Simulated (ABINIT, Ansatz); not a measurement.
## WS2 (Tungstenite): one start, several treatments of the self-energy

How much does the gap of WS2 (Tungstenite) depend on the approximation to the self-energy?

Main program and level: ABINIT 10.8.3; PBE and many-body steps on it, plane waves.

## (1) The structure

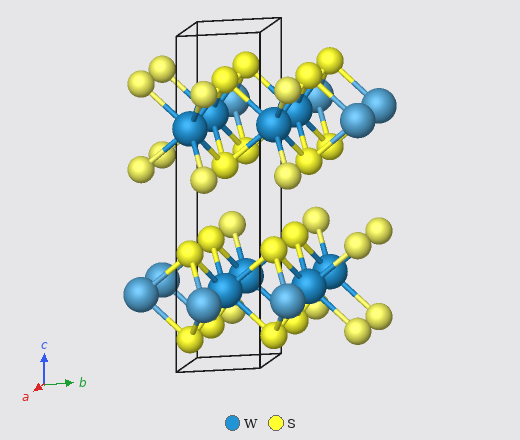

The cell as given, slightly off an axis (tungsten blue, sulfur yellow). 2×2×1 cells are drawn. Some periodic images of atoms are drawn too.

The cell and positions come from the Crystallography Open Database and are kept as given unless a step says otherwise. Spin-orbit coupling is left out unless a step names it.

## (2) Empty states on the mesh, 6×6×1 mesh, 777 bands

This step: ABINIT 10.8.3; DFT, PBE, plane waves, norm-conserving pseudopotentials.

The sums over transitions need many empty states on a uniform mesh; this step solves for them.

Input file run.abi:

```
acell 3*1.0 Angstrom
rprim 
  3.153199999992 0.000000000002 0.000000000000
  -1.576599999998 2.730751303206 0.000000000000
  0.000000000000 0.000000000000 12.323000000000
ntypat 2
znucl 74 16
natom 6
typat 1 1 2 2 2 2
xred 
  0.333333333333 0.666666666667 0.250000000000
  0.666666666667 0.333333333333 0.750000000000
  0.333333333333 0.666666666667 0.622500000000
  0.666666666667 0.333333333333 0.122500000000
  0.333333333333 0.666666666667 0.877500000000
  0.666666666667 0.333333333333 0.377500000000
pp_dirpath "pseudos"
pseudos "W.upf, S.upf"
ecut 31
ngkpt 6 6 1
nshiftk 1
shiftk 0 0 0
kptopt 1
chksymbreak 0
iscf -2
irdden 1
istwfk *1
nband 777
nbdbuf 70
tolwfr 1e-09
nstep 60
prtvol 0
indata_prefix "in"
outdata_prefix "out"
tmpdata_prefix "tmp"
```

On the command line:

```sh
$ OMP_NUM_THREADS=1 mpirun -n 4 abinit run.abi > log
```

Numbers of over 12 decimals in the logs are rounded to 6 here.

Log:

```text
.Version 10.8.3 of ABINIT. v10.8.2 released Aug 2026.

 Symmetries : space group P6_3/m m c (#194); Bravais hP (primitive hexag.)
[... echo of the input left out ...]
== DATASET  1 ==================================================================
-   mpi_nproc: 4, omp_nthreads: 1 (-1 if OMP is not activated)

--- !DatasetInfo
iteration_state: {dtset: 1, }
dimensions: {natom: 6, nkpt: 7, mband: 777, nsppol: 1, nspinor: 1, nspden: 1, mpw: 5929, }
cutoff_energies: {ecut:  31.0, pawecutdg:  -1.0, }
[...]
7.46503    7.46507    7.46508    7.46552    7.46555    7.47830    7.48895    7.52082
   7.52231    7.52256    7.54818    7.54831    7.54867    7.57528    7.61293    7.62366
   7.64217
 prteigrs : prtvol=0 or 1, do not print more k-points.

== END DATASET(S) ==============================================================
================================================================================

 -outvars: echo values of variables after computation  --------
            nband         777
             nkpt           7
          spgroup         194
 [... the other variables as echoed above ...]

 Calculation completed.
```

Run time: 22 min. Hardware: 4 MPI ranks of Arm Neoverse V1, shared host; peak memory 0.96 GiB.

This step gave:

```yaml
gap: 0.9807 eV
k_of_the_valence_top: 0, 0, 0
k_of_the_conduction_bottom: 0.1667, 0.1667, 0
least_direct_gap: 1.837 eV
k_points_computed: 7
lowest_point_of_the_top_converged_band_above_the_valence_top: 182.8241 eV
```

On this mesh the gap is 0.981 eV.

The density comes from a self-consistent run that is not shown.

## (3) Screening, 6×6×1 mesh, 303 bands, screening to 176.9 eV

The RPA dielectric matrix is built and inverted for each q.

This step: RPA screening on PBE, plane waves, norm-conserving pseudopotentials.

run.abi: that of step 2 with these lines changed.

```diff
@@ -24,10 +24,11 @@
 chksymbreak 0
-iscf -2
-irdden 1
 istwfk *1
-nband 777
-nbdbuf 70
-tolwfr 1e-09
-nstep 60
-prtvol 0
+occopt 1
+irdwfk 1
+optdriver 3
+nband 303
+ecuteps 6.5
+inclvkb 2
+awtr 1
+symchi 1
 indata_prefix "in"
```

Log:

```text
.Version 10.8.3 of ABINIT. v10.8.2 released Aug 2026.

 Symmetries : space group P6_3/m m c (#194); Bravais hP (primitive hexag.)
[... echo of the input left out ...]
== DATASET  1 ==================================================================
-   mpi_nproc: 4, omp_nthreads: 1 (-1 if OMP is not activated)

--- !DatasetInfo
iteration_state: {dtset: 1, }
dimensions: {natom: 6, nkpt: 7, mband: 303, nsppol: 1, nspinor: 1, nspden: 1, mpw: 5929, }
cutoff_energies: {ecut:  31.0, pawecutdg:  -1.0, }
electrons: {nelect:   5.20000000E+01, charge:   0.00000000E+00, occopt:   1.00000000E+00, tsmear:   1.00000000E-02, }

 SCREENING: Calculation of the susceptibility and dielectric matrices

 Based on a program developped by R.W. Godby, V. Olevano, G. Onida, and L. Reining.
 Incorporated in ABINIT by V. Olevano, G.-M. Rignanese, and M. Torrent.
.Using double precision arithmetic ; gwpc =  8

[... cell and pseudopotentials left out ...]
--------------------------------------------------------------------------------

 ==== K-mesh for the wavefunctions ====
 Number of points in the irreducible wedge :     7
[... list of points left out ...]
 Together with 24 symmetry operations and time-reversal symmetry
 yields    36 points in the full Brillouin Zone.

 ==== Q-mesh for the screening function ====
 Number of points in the irreducible wedge :     7
[... list of points left out ...]
 Together with 24 symmetry operations and time-reversal symmetry
 yields    36 points in the full Brillouin Zone.

 setmesh: FFT mesh size selected  =    20x   20x   90
          total number of points  =        36000

 vcoul_init : cutoff-mode = AUXILIARY_FUNCTION
 q-points for optical limit:   1
     1)      0.000010    0.000020    0.000030

- screening: taking advantage of time-reversal symmetry
- Maximum band index for partially occupied states nbvw = 26
- Remaining bands to be divided among processors   nbcw = 277
- Number of bands treated by each node ~69

 Number of electrons calculated from density =   52.0000; Expected =   52.0000
 average of density, n =  0.072620
 r_s =    1.4869
 omega_plasma =   25.9946 [eV]

 calculating chi0 at frequencies [eV] :
  1    0.000000E+00    0.000000E+00
  2    0.000000E+00    2.599465E+01

--------------------------------------------------------------------------------
  q-point number  1        q = ( 0.000000, 0.000000, 0.000000) [r.l.u.]
--------------------------------------------------------------------------------
[... chi0 elements left out ...]
 For q-point:  0.000010 0.000020 0.000030
  dielectric constant =  13.5116
  dielectric constant without local fields =  15.0823

  Average fulfillment of the sum rule on Im[epsilon] for q-point    1 :     91.01  [%]
[... wings left out ...]
  q-point number  2        q = ( 0.166667, 0.000000, 0.000000) [r.l.u.]
--------------------------------------------------------------------------------
[... chi0 elements left out ...]
  Average fulfillment of the sum rule on Im[epsilon] for q-point    2 :     92.49  [%]

 [... 5 further q-points ...]
```

Run time: 7.1 min. Hardware: 4 MPI ranks; peak memory 2.3 GiB; 28 min of CPU time.

This step gave:

* ε∞ with local fields, on this mesh, along the program's q direction: 13.51
* the same without local fields: 15.08
* plasma frequency: 25.99 eV
* plane waves in the screening matrix: 573

Local fields lower ε∞ by 10 %. On a Γ-centred mesh this coarse the value itself is usually too large, while a short band sum pulls it down.

## (4) G0W0, Godby-Needs plasmon pole

The self-energy is evaluated for the states that the input lists, and the levels follow from it, in one-shot runs by the linearised quasiparticle equation.

This step: G0W0 on PBE, plane waves, norm-conserving pseudopotentials.

run.abi: that of step 3 with these lines changed.

```diff
@@ -27,8 +27,19 @@
 irdwfk 1
-optdriver 3
+optdriver 4
 nband 303
+gwcalctyp 0
+ecutsigx 31
+symsigma 1
+nkptgw 3
+kptgw 
+  0.0000000000 0.0000000000 0.0000000000
+  0.1666666667 0.1666666667 0.0000000000
+  0.3333333333 0.3333333333 0.0000000000
+bdgw 
+  25 28
+  25 28
+  25 28
 ecuteps 6.5
-inclvkb 2
-awtr 1
-symchi 1
+irdscr 1
+ppmodel 1
 indata_prefix "in"
```

Log:

```text
.Version 10.8.3 of ABINIT. v10.8.2 released Aug 2026.

 Symmetries : space group P6_3/m m c (#194); Bravais hP (primitive hexag.)
[... echo of the input left out ...]
== DATASET  1 ==================================================================
-   mpi_nproc: 4, omp_nthreads: 1 (-1 if OMP is not activated)

--- !DatasetInfo
iteration_state: {dtset: 1, }
dimensions: {natom: 6, nkpt: 7, mband: 303, nsppol: 1, nspinor: 1, nspden: 1, mpw: 5929, }
cutoff_energies: {ecut:  31.0, pawecutdg:  -1.0, }
electrons: {nelect:   5.20000000E+01, charge:   0.00000000E+00, occopt:   1.00000000E+00, tsmear:   1.00000000E-02, }

 SIGMA: Calculation of the GW corrections

 Based on a program developped by R.W. Godby, V. Olevano, G. Onida, and L. Reining.
 Incorporated in ABINIT by V. Olevano, G.-M. Rignanese, and M. Torrent.
.Using double precision arithmetic ; gwpc =  8

[... cell and pseudopotentials left out ...]
--------------------------------------------------------------------------------

 ==== K-mesh for the wavefunctions ====
 Number of points in the irreducible wedge :     7
[... list of points left out ...]
 Together with 24 symmetry operations and time-reversal symmetry
 yields    36 points in the full Brillouin Zone.

 ==== Q-mesh for screening function ====
 Number of points in the irreducible wedge :     7
[... list of points left out ...]
 Together with 24 symmetry operations and time-reversal symmetry
 yields    36 points in the full Brillouin Zone.

 vcoul_init : cutoff-mode = AUXILIARY_FUNCTION
 q-points for optical limit:   1
     1)      0.000010    0.000020    0.000030
 setmesh: FFT mesh size selected  =    25x   25x  120
          total number of points  =        75000

 Number of electrons calculated from density =   52.0000; Expected =   52.0000
 average of density, n =  0.072620
 r_s =    1.4869
 omega_plasma =   25.9946 [eV]

 === KS Band Gaps ===
  >>>> For spin  1
   Minimum direct gap =   1.8369 [eV], located at k-point      :   0.3333  0.3333  0.0000
   Fundamental gap    =   0.9806 [eV], Top of valence bands at :   0.0000  0.0000  0.0000
                                       Bottom of conduction at :   0.1667  0.1667  0.0000
 SIGMA fundamental parameters:
 PLASMON POLE MODEL  1
 number of plane-waves for SigmaX                 5885
 number of plane-waves for SigmaC and W            573
 number of plane-waves for wavefunctions          5885
 number of bands                                   303
 number of independent spin polarizations            1
 number of spinorial components                      1
 number of k-points in IBZ                           7
 number of q-points in IBZ                           7
 number of symmetry operations                      24
 number of k-points in BZ                           36
 number of q-points in BZ                           36
 number of frequencies for dSigma/dE                 9
 frequency step for dSigma/dE [eV]                0.25
 number of omega for Sigma on real axis              0
 max omega for Sigma on real axis  [eV]           0.00
 zcut for avoiding poles [eV]                     0.10

 EPSILON^-1 parameters (SCR file):
 dimension of the eps^-1 matrix on file            573
 dimension of the eps^-1 matrix used               573
 number of plane-waves for wavefunctions          5885
 number of bands                                   303
 number of q-points in IBZ                           7
 number of frequencies                               2
 number of real frequencies                          1
 number of imag frequencies                          1

 matrix elements of self-energy operator (all in [eV])

 Perturbative Calculation

--- !SelfEnergy_ee
iteration_state: {dtset: 1, }
kpoint     : [   0.000,    0.000,    0.000, ]
spin       : 1
KS_gap     :    2.311
QP_gap     :    2.761
Delta_QP_KS:    0.450
data: !SigmaeeData |
     Band     E0 <VxcDFT>   SigX SigC(E0)      Z dSigC/dE  Sig(E)    E-E0       E
       25   8.288 -14.458 -15.573   0.949   0.787  -0.271 -14.589  -0.131   8.157
       26   9.509 -15.590 -16.105   0.435   0.784  -0.276 -15.652  -0.063   9.446
       27  11.820 -15.225 -10.553  -4.180   0.787  -0.271 -14.838   0.387  12.207
       28  11.820 -15.225 -10.553  -4.180   0.787  -0.271 -14.838   0.387  12.207

--- !SelfEnergy_ee
iteration_state: {dtset: 1, }
kpoint     : [   0.167,    0.167,    0.000, ]
spin       : 1
KS_gap     :    2.486
QP_gap     :    2.854
Delta_QP_KS:    0.368
data: !SigmaeeData |
     Band     E0 <VxcDFT>   SigX SigC(E0)      Z dSigC/dE  Sig(E)    E-E0       E
       25   7.976 -15.191 -16.569   1.225   0.783  -0.278 -15.311  -0.120   7.856
       26   8.004 -15.258 -16.559   1.189   0.783  -0.278 -15.346  -0.088   7.916
[...]
--- !SelfEnergy_ee
iteration_state: {dtset: 1, }
kpoint     : [   0.333,    0.333,    0.000, ]
spin       : 1
KS_gap     :    1.837
QP_gap     :    2.395
Delta_QP_KS:    0.558
data: !SigmaeeData |
     Band     E0 <VxcDFT>   SigX SigC(E0)      Z dSigC/dE  Sig(E)    E-E0       E
[...]
26   8.977 -15.421 -15.957   0.483   0.787  -0.271 -15.463  -0.042   8.935
       27  10.814 -16.363 -11.961  -3.747   0.787  -0.271 -15.847   0.516  11.330
       28  10.814 -16.363 -11.961  -3.747   0.787  -0.271 -15.847   0.516  11.330

== END DATASET(S) ==============================================================
================================================================================

 -outvars: echo values of variables after computation  --------
           etotal      0.0000000000E+00
            nband         303
             nkpt           7
          spgroup         194
 [... the other variables as echoed above ...]

 Calculation completed.
```

Wall time 3 min (4 MPI ranks); peak memory 2.3 GiB; 12 min of CPU time.

Numbers from this step:

* G0W0 gap on the points computed: 1.324 eV
* starting gap on the mesh: 0.9807 eV
* k of the valence top: 0, 0, 0
* k of the conduction bottom: 0.1667, 0.1667, 0
* Z at the valence top: 0.784
* Z at the conduction bottom: 0.793
* least direct G0W0 gap on the computed points: 2.395 eV

The gap on the mesh goes from 0.98 eV to 1.32 eV, a correction of +0.34 eV.

## (5) G0W0, von der Linden-Horsch plasmon pole

run.abi: that of step 4 with these lines changed.

```diff
@@ -43,3 +43,3 @@
 irdscr 1
-ppmodel 1
+ppmodel 3
 indata_prefix "in"
```

Log:

```text
.Version 10.8.3 of ABINIT. v10.8.2 released Aug 2026.

 Symmetries : space group P6_3/m m c (#194); Bravais hP (primitive hexag.)
[... echo of the input left out ...]
== DATASET  1 ==================================================================
-   mpi_nproc: 4, omp_nthreads: 1 (-1 if OMP is not activated)

--- !DatasetInfo
iteration_state: {dtset: 1, }
dimensions: {natom: 6, nkpt: 7, mband: 303, nsppol: 1, nspinor: 1, nspden: 1, mpw: 5929, }
cutoff_energies: {ecut:  31.0, pawecutdg:  -1.0, }
electrons: {nelect:   5.20000000E+01, charge:   0.00000000E+00, occopt:   1.00000000E+00, tsmear:   1.00000000E-02, }

 SIGMA: Calculation of the GW corrections

 Based on a program developped by R.W. Godby, V. Olevano, G. Onida, and L. Reining.
 Incorporated in ABINIT by V. Olevano, G.-M. Rignanese, and M. Torrent.
.Using double precision arithmetic ; gwpc =  8

[... cell and pseudopotentials left out ...]
--------------------------------------------------------------------------------

 ==== K-mesh for the wavefunctions ====
 Number of points in the irreducible wedge :     7
[... list of points left out ...]
 Together with 24 symmetry operations and time-reversal symmetry
 yields    36 points in the full Brillouin Zone.

 ==== Q-mesh for screening function ====
 Number of points in the irreducible wedge :     7
[... list of points left out ...]
 Together with 24 symmetry operations and time-reversal symmetry
 yields    36 points in the full Brillouin Zone.

 vcoul_init : cutoff-mode = AUXILIARY_FUNCTION
 q-points for optical limit:   1
     1)      0.000010    0.000020    0.000030
 setmesh: FFT mesh size selected  =    25x   25x  120
          total number of points  =        75000

 Number of electrons calculated from density =   52.0000; Expected =   52.0000
[...]
number of plane-waves for wavefunctions          5885
 number of bands                                   303
 number of q-points in IBZ                           7
 number of frequencies                               2
 number of real frequencies                          1
 number of imag frequencies                          1

 matrix elements of self-energy operator (all in [eV])

 Perturbative Calculation

--- !SelfEnergy_ee
iteration_state: {dtset: 1, }
kpoint     : [   0.000,    0.000,    0.000, ]
spin       : 1
KS_gap     :    2.311
QP_gap     :    2.810
Delta_QP_KS:    0.499
data: !SigmaeeData |
     Band     E0 <VxcDFT>   SigX SigC(E0)      Z dSigC/dE  Sig(E)    E-E0       E
       25   8.288 -14.458 -15.573   0.543   0.826  -0.211 -14.931  -0.473   7.815
       26   9.509 -15.590 -16.105   0.067   0.822  -0.217 -15.958  -0.368   9.141
       27  11.820 -15.225 -10.553  -4.513   0.823  -0.214 -15.094   0.131  11.951
[...]
--- !SelfEnergy_ee
iteration_state: {dtset: 1, }
kpoint     : [   0.167,    0.167,    0.000, ]
spin       : 1
KS_gap     :    2.486
QP_gap     :    2.901
Delta_QP_KS:    0.415
data: !SigmaeeData |
     Band     E0 <VxcDFT>   SigX SigC(E0)      Z dSigC/dE  Sig(E)    E-E0       E
[...]
--- !SelfEnergy_ee
iteration_state: {dtset: 1, }
kpoint     : [   0.333,    0.333,    0.000, ]
spin       : 1
KS_gap     :    1.837
QP_gap     :    2.486
Delta_QP_KS:    0.649
data: !SigmaeeData |
     Band     E0 <VxcDFT>   SigX SigC(E0)      Z dSigC/dE  Sig(E)    E-E0       E
[...]
27  10.814 -16.363 -11.961  -4.047   0.823  -0.216 -16.070   0.293  11.107
       28  10.814 -16.363 -11.961  -4.047   0.823  -0.216 -16.070   0.293  11.107

== END DATASET(S) ==============================================================
================================================================================

 -outvars: echo values of variables after computation  --------
           etotal      0.0000000000E+00
            nband         303
             nkpt           7
          spgroup         194
 [... the other variables as echoed above ...]

 Calculation completed.
```

Run time: 57 s. Hardware: 4 MPI ranks; peak memory 2 GiB.

This step gave:

```
G0W0 gap on the points computed              : 1.337 eV
starting gap on the mesh                     : 0.9807 eV
k of the valence top                         : 0, 0, 0
k of the conduction bottom                   : 0.1667, 0.1667, 0
Z at the valence top                         : 0.822
Z at the conduction bottom                   : 0.83
least direct G0W0 gap on the computed points : 2.486 eV
```

Against G0W0 in ABINIT (6×6×1 mesh, 303 bands, screening to 176.9 eV, Godby-Needs plasmon pole), the gap moves by +0.013 eV.

[end of part 1 of 2]

[Paths, hosts, dates, memory and timing lines, banners, echoed tables and standing remarks are left out of the program output.]

[Logs are printed without paths, hosts, clocks, repeated set-up lines and the standing remarks that a program may print on its own settings, such as how far it seeks lower states.]

[Runs of the session that timed out or met a known fault of the program may be left out.]

[Hosts, paths, dates, database ids (printed as entryN), source tags and the programs' standing remarks are cut or masked in the printed files.]

[G0W0 gaps are taken among the corrected bands and points alone; a level outside them can change the order at an edge.]

[Where Ansatz stands beside ABINIT at settings called matched, ABINIT's density can come from a denser mesh and the files from another edition; pairs whose starting gaps differed by over 0.03 eV were left out, so agreement reads better than it is.]
